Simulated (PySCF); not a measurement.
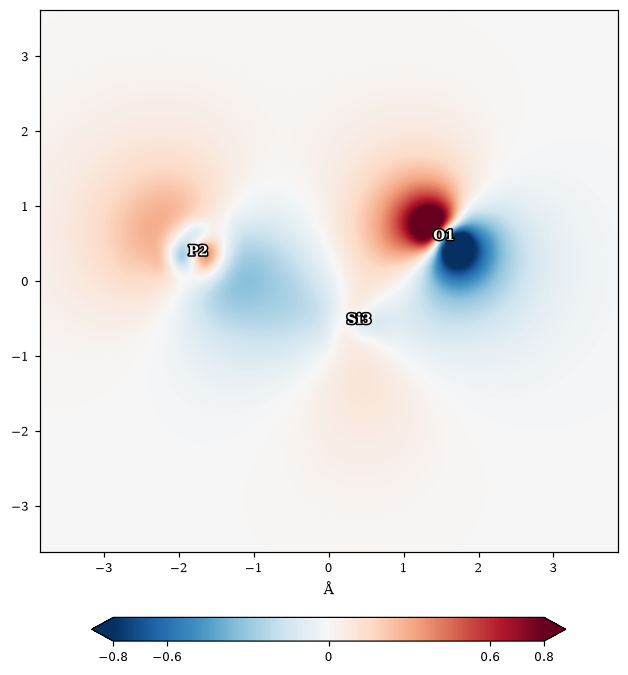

H₃OPSi (charge −1, doublet). The HOMO (β) on the plane of atoms O1, Si3 and P2 (values in Å⁻³ᐟ²; the overall sign is arbitrary).

Geometry: B3LYP-D3(BJ)/def2-SVPD.

The calculation used PySCF, Gaussian-basis quantum chemistry of an isolated molecule with PySCF, energy and nuclear gradient, functional PBE0.

Input

```
import pyscf.grad
from pyscf import gto, dft

molecule = gto.Mole()
molecule.atom = '''
O    1.892326  -1.362814   0.224728
P    2.545652   1.823890   0.669076
Si   1.324159   0.056286  -0.220883
H   -0.114238   0.393325   0.158424
H    1.362729   0.383061  -1.708768
H    2.185679   1.497246   2.021353
'''
molecule.verbose = 3
molecule.spin = 1
molecule.basis = 'def2-tzvpd'
molecule.charge = -1
molecule.max_memory = 3720
molecule.build()

mf = dft.UKS(molecule)
mf.xc = 'pbe0'
mf = mf.density_fit(auxbasis='def2-universal-jkfit')
mf.conv_tol = 1e-09
mf.max_cycle = 100
mf.grids.level = 3
mf.kernel()
if not mf.converged:
    mf = mf.newton().run(mf.mo_coeff, mf.mo_occ)
for _ in range(3):
    mo, _, stable, _ = mf.stability(return_status=True)
    if stable:
        break
    mf.kernel(mf.make_rdm1(mo, mf.mo_occ))

etot = mf.e_tot
print(f'total energy: {etot:.8f} hartree')
grad = mf.Gradients().kernel()
dip = mf.dip_moment()
pop, q = mf.mulliken_pop()
```

Launched as:

```sh
OMP_NUM_THREADS=2 python job.py
```

Describe this orbital and give its energy.

Answer. It lies mainly on O1 (about 50 %), P2 (about 30 %) and Si3 (about 15 %). Its energy is −1.51 eV.
